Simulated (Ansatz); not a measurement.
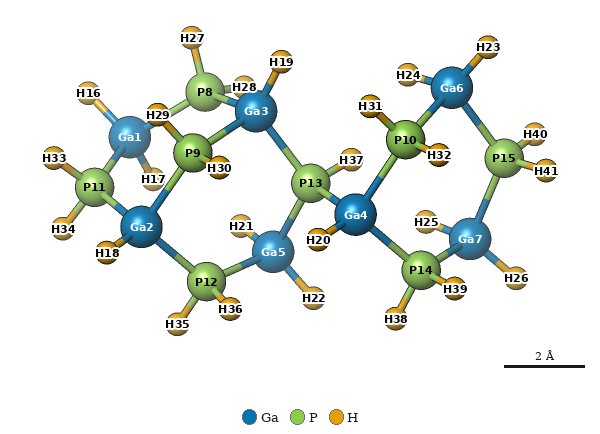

*The starting structure (ball-and-stick view, seen at a tilt; atoms are numbered from 1 in the order of the input). Sticks mark near contacts.*

Bond lengths as drawn: Ga–H 1.55 to 1.56 Å, Ga–P 2.35 to 2.45 Å and H–P 1.42 Å.

Run report: Ga7P8H26 (charge +1), molecular dynamics (part 1 of 2)

The run: molecular dynamics of Ga7P8H26 (Ga7P8 zinc blende off rod), charge +1. Method and program: UKS BLYP-d3bjatm/6-31G* (Ansatz 0.2.0).

The geometry comes from this level: r2SCAN-D4/def2-SVP. Figures and captions count atoms from 1; the log counts them from 0 in places.

**What the program printed**
```
Functional definition: BLYP
  name "BLYP"
  cite "Becke, Phys. Rev. A 38, 3098 (1988) doi:10.1103/PhysRevA.38.3098"
  cite "Lee, Yang & Parr, Phys. Rev. B 37, 785 (1988) doi:10.1103/PhysRevB.37.785"
  parameter beta = 0.0042
  parameter a = 0.04918
  parameter b = 0.132
  parameter c = 0.2533
  parameter d = 0.349
  exchange = b88_x(beta = beta)
  correlation = lyp_c(a = a, b = b, c = c, d = d)
these checks for a lower state are left out or cut short: starts
3354 factors; integrals over basis functions are off by at most 7.7e-2 eV
mean field evaluation 1: about -441321.5549 eV, gradient 6.0e1 eV
mean field evaluation 2: about -441311.9770 eV, gradient 9.1e1 eV
mean field evaluation 4: about -441333.0994 eV, gradient 3.8e0 eV
mean field evaluation 8: about -441333.1855 eV, gradient 9.4e-2 eV
mean field evaluation 16: about -441333.1856 eV, gradient 2.6e-5 eV
mean field -441333.18557072 eV, -16218.6954233464 hartree, gradient 2.6e-5 eV, S^2 0.000000; 0 other end points of the search recorded, 0 dependent functions left out
the calculation of the forces begins
reference -441333.18648428 eV, -16218.6954569193 hartree; 181, 181 occupied and 268, 268 virtual orbitals, 3354 factors
md step     0: t =     0.00 fs  T =   682.9 K  F+E_penalty+E_count = -441337.87568627 eV  E_kin = 3.619280 eV  (30 SCF iters)
these checks for a lower state are left out or cut short: starts, cluster_reference, orbital_swaps, neighbouring_geometries, increment
3354 factors; integrals over basis functions are off by at most 7.6e-2 eV
mean field -441333.12689920 eV, -16218.6932672080 hartree, gradient 7.4e-5 eV, S^2 0.000000; 0 other end points of the search recorded, 0 dependent functions left out
the calculation of the forces begins
reference -441333.12781213 eV, -16218.6933007577 hartree; 181, 181 occupied and 268, 268 virtual orbitals, 3354 factors
md step     1: t =     0.50 fs  T =   669.3 K  F+E_penalty+E_count = -441337.81906096 eV  E_kin = 3.546909 eV  (28 SCF iters)
[... from here on the SCF iterations and repeated set-up lines of each step are left out, up to the last step ...]
md step     2: t =     1.00 fs  T =   634.7 K  F+E_penalty+E_count = -441337.68432668 eV  E_kin = 3.363685 eV  (28 SCF iters)
md step     3: t =     1.50 fs  T =   622.7 K  F+E_penalty+E_count = -441337.48756753 eV  E_kin = 3.300149 eV  (28 SCF iters)
md step     4: t =     2.00 fs  T =   594.7 K  F+E_penalty+E_count = -441337.25428855 eV  E_kin = 3.151755 eV  (29 SCF iters)
md step     5: t =     2.50 fs  T =   551.3 K  F+E_penalty+E_count = -441337.02522749 eV  E_kin = 2.921570 eV  (29 SCF iters)
md step     6: t =     3.00 fs  T =   525.5 K  F+E_penalty+E_count = -441336.84836732 eV  E_kin = 2.785082 eV  (29 SCF iters)
md step     7: t =     3.50 fs  T =   504.7 K  F+E_penalty+E_count = -441336.75112153 eV  E_kin = 2.674557 eV  (29 SCF iters)
md step     8: t =     4.00 fs  T =   513.3 K  F+E_penalty+E_count = -441336.73966860 eV  E_kin = 2.720424 eV  (29 SCF iters)
md step     9: t =     4.50 fs  T =   534.0 K  F+E_penalty+E_count = -441336.79268021 eV  E_kin = 2.830177 eV  (28 SCF iters)
md step    10: t =     5.00 fs  T =   563.2 K  F+E_penalty+E_count = -441336.88090710 eV  E_kin = 2.984975 eV  (31 SCF iters)
md step    11: t =     5.50 fs  T =   572.8 K  F+E_penalty+E_count = -441336.97560439 eV  E_kin = 3.035475 eV  (31 SCF iters)
md step    12: t =     6.00 fs  T =   574.4 K  F+E_penalty+E_count = -441337.04285194 eV  E_kin = 3.044158 eV  (31 SCF iters)
md step    13: t =     6.50 fs  T =   587.2 K  F+E_penalty+E_count = -441337.05658538 eV  E_kin = 3.112214 eV  (32 SCF iters)
md step    14: t =     7.00 fs  T =   578.2 K  F+E_penalty+E_count = -441337.01639966 eV  E_kin = 3.064106 eV  (31 SCF iters)
md step    15: t =     7.50 fs  T =   584.4 K  F+E_penalty+E_count = -441336.93181384 eV  E_kin = 3.097218 eV  (31 SCF iters)
md step    16: t =     8.00 fs  T =   560.2 K  F+E_penalty+E_count = -441336.80906754 eV  E_kin = 2.968700 eV  (31 SCF iters)
md step    17: t =     8.50 fs  T =   531.1 K  F+E_penalty+E_count = -441336.65767316 eV  E_kin = 2.814416 eV  (32 SCF iters)
md step    18: t =     9.00 fs  T =   491.7 K  F+E_penalty+E_count = -441336.48711135 eV  E_kin = 2.605933 eV  (32 SCF iters)
md step    19: t =     9.50 fs  T =   444.5 K  F+E_penalty+E_count = -441336.31214270 eV  E_kin = 2.355654 eV  (17 SCF iters)
md step    20: t =    10.00 fs  T =   401.4 K  F+E_penalty+E_count = -441336.16035876 eV  E_kin = 2.127047 eV  (29 SCF iters)
md step    21: t =    10.50 fs  T =   363.4 K  F+E_penalty+E_count = -441336.05513807 eV  E_kin = 1.926117 eV  (29 SCF iters)
md step    22: t =    11.00 fs  T =   358.6 K  F+E_penalty+E_count = -441336.00205141 eV  E_kin = 1.900248 eV  (29 SCF iters)
md step    23: t =    11.50 fs  T =   362.1 K  F+E_penalty+E_count = -441336.00138483 eV  E_kin = 1.918816 eV  (30 SCF iters)
md step    24: t =    12.00 fs  T =   369.1 K  F+E_penalty+E_count = -441336.04751867 eV  E_kin = 1.956006 eV  (30 SCF iters)
these checks for a lower state are left out or cut short: starts, cluster_reference, orbital_swaps, neighbouring_geometries, increment
3354 factors; integrals over basis functions are off by at most 1.0e-1 eV
mean field evaluation 160: about -441331.4694 eV, gradient 7.9e-1 eV
mean field -441331.47444633 eV, -16218.6325406851 hartree, gradient 8.8e-5 eV, S^2 0.000000; 0 other end points of the search recorded, 0 dependent functions left out
the calculation of the forces begins
reference -441331.47535473 eV, -16218.6325740682 hartree; 181, 181 occupied and 268, 268 virtual orbitals, 3354 factors
these checks for a lower state are left out or cut short: starts
3354 factors; integrals over basis functions are off by at most 1.0e-1 eV
mean field -441331.47444633 eV, -16218.6325406852 hartree, gradient 8.8e-5 eV, S^2 0.000000; 0 other end points of the search recorded, 0 dependent functions left out
the calculation of the forces begins
reference -441331.47535473 eV, -16218.6325740682 hartree; 181, 181 occupied and 268, 268 virtual orbitals, 3354 factors
md step    25: t =    12.50 fs  T =   396.4 K  F+E_penalty+E_count = -441336.12948552 eV  E_kin = 2.100669 eV  (17 SCF iters)
```

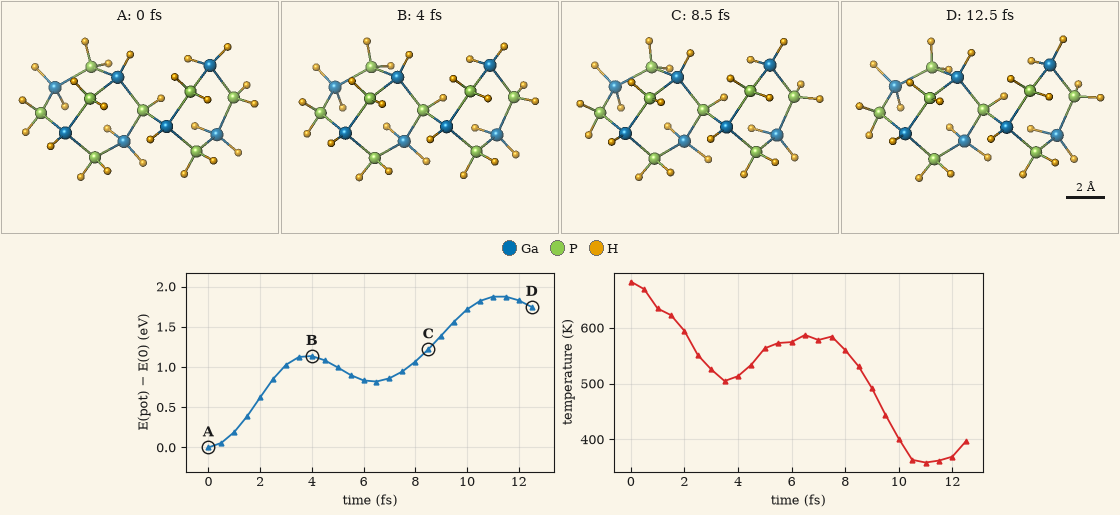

*Frames of the molecular dynamics (ball-and-stick, seen at a tilt) above the curves, on which the letters mark them.*

The trajectory kept here has 26 frames over 12.5 fs. The temperature starts at 683 K, ranges from 359 to 683 K and averages 464 K over the second half. The potential energy ends 1.746 eV above its first value. After an unweighted best fit of the last frame on the first, the root-mean-square displacement is 0.26 Å, and H41 has moved furthest (0.48 Å).

```
Total energy: -441336.13039392 eV, -16218.8036436030 hartree
Atom 0 at    -2.146230     1.858479    -4.292690 Å, force    -1.159429    -0.421555    -1.363799 eV/Å
Atom 1 at     1.245089    -0.961181    -3.936356 Å, force    -0.112922    -0.607074     0.266767 eV/Å
Atom 2 at    -1.653353    -0.947154    -0.904652 Å, force    -0.490649    -1.065986     1.038526 eV/Å
Atom 3 at     1.388410    -1.188107     1.526700 Å, force     0.125330    -1.098994     0.155314 eV/Å
Atom 4 at     1.164908     1.908662    -0.810475 Å, force    -0.255194     0.407177     0.322667 eV/Å
Atom 5 at    -1.917449    -1.029521     4.105743 Å, force    -1.575564    -0.760099     0.012670 eV/Å
Atom 6 at     1.247199     1.924783     4.184078 Å, force     0.356316     1.118722    -1.011280 eV/Å
Atom 7 at    -2.732864     0.664889    -2.232331 Å, force     0.348086    -1.316043    -1.604559 eV/Å
Atom 8 at    -0.321607    -2.129310    -2.462448 Å, force     0.919055    -0.760237     0.382559 eV/Å
Atom 9 at    -0.225457    -2.366711     2.939247 Å, force     0.180605    -0.559230    -0.438519 eV/Å
Atom 10 at    -0.361644     0.320857    -5.237049 Å, force     0.577628    -0.361455     0.197695 eV/Å
Atom 11 at     2.362202     0.652264    -2.497571 Å, force     0.035886    -0.878117     0.537881 eV/Å
Atom 12 at    -0.040532     0.197252     0.343304 Å, force    -0.571953    -0.212756     0.339143 eV/Å
Atom 13 at     2.534490     0.238978     2.992008 Å, force     0.056805    -0.104071     0.598449 eV/Å
Atom 14 at    -0.468201     0.497915     5.282142 Å, force     0.551152    -0.144321     1.178373 eV/Å
Atom 15 at    -3.438762     1.729931    -5.364915 Å, force     0.872210     0.016550     0.808705 eV/Å
Atom 16 at    -1.278828     3.123025    -4.104804 Å, force     0.192221     0.212790     0.323022 eV/Å
Atom 17 at     1.935773    -2.225438    -4.634668 Å, force     0.120104     0.512716    -0.009284 eV/Å
Atom 18 at    -2.712815    -1.881656    -0.052756 Å, force     0.484572     0.481115    -0.490248 eV/Å
Atom 19 at     2.227186    -2.175269     0.638911 Å, force     0.127678    -0.068207    -0.060348 eV/Å
Atom 20 at     0.120913     2.744819    -1.553283 Å, force    -0.362632     0.427896    -0.366939 eV/Å
Atom 21 at     2.073045     2.301700     0.371113 Å, force     0.569908     0.302651     0.060382 eV/Å
Atom 22 at    -2.987267    -2.158240     4.932002 Å, force     1.123357     1.131658    -0.594755 eV/Å
Atom 23 at    -2.524871     0.121012     3.117708 Å, force     0.197300    -0.494913     0.115341 eV/Å
Atom 24 at     0.581485     2.645584     2.787267 Å, force     0.090099    -0.494604     1.149040 eV/Å
Atom 25 at     2.420873     2.751674     4.986240 Å, force    -0.763613    -0.464516    -0.035922 eV/Å
Atom 26 at    -4.043515     0.145729    -2.179975 Å, force    -0.323588     0.215750    -0.189821 eV/Å
Atom 27 at    -2.797948     1.661183    -1.353265 Å, force    -0.365008     1.781189     1.631538 eV/Å
Atom 28 at    -1.121453    -2.680070    -3.463524 Å, force    -0.509908    -0.304090    -0.367417 eV/Å
Atom 29 at     0.234095    -3.392009    -1.936982 Å, force    -0.326637     0.910161    -0.273830 eV/Å
Atom 30 at    -0.711907    -3.355720     1.961172 Å, force     0.129966     0.476614     0.884404 eV/Å
Atom 31 at     0.408431    -3.202837     3.944798 Å, force    -0.211328     0.170303    -0.562545 eV/Å
Atom 32 at    -0.570630    -0.633325    -6.281535 Å, force    -0.221513     0.150162     0.071797 eV/Å
Atom 33 at     0.650748     1.064031    -5.892411 Å, force    -0.096088     0.315056    -0.218481 eV/Å
Atom 34 at     3.156155     1.366949    -3.397831 Å, force     0.316838     0.513105    -0.176164 eV/Å
Atom 35 at     3.394460     0.065398    -1.675776 Å, force    -0.212769    -0.101672    -0.535980 eV/Å
Atom 36 at    -0.802898     0.571006     1.508272 Å, force     0.122801     0.428940    -0.463440 eV/Å
Atom 37 at     3.585633     0.695734     2.196687 Å, force     0.364574     0.515563    -0.293761 eV/Å
Atom 38 at     3.348530    -0.382188     3.978315 Å, force    -0.056546    -0.435574    -0.103381 eV/Å
Atom 39 at    -1.400454     1.544444     5.534489 Å, force    -0.034014    -0.131465     0.301151 eV/Å
Atom 40 at    -0.152426     0.009705     6.672484 Å, force    -0.213136     0.696856    -1.214951 eV/Å
Dipole moment:     0.374428    -0.571417    -0.719579 e Å
Checks for a lower state left out: starts
```
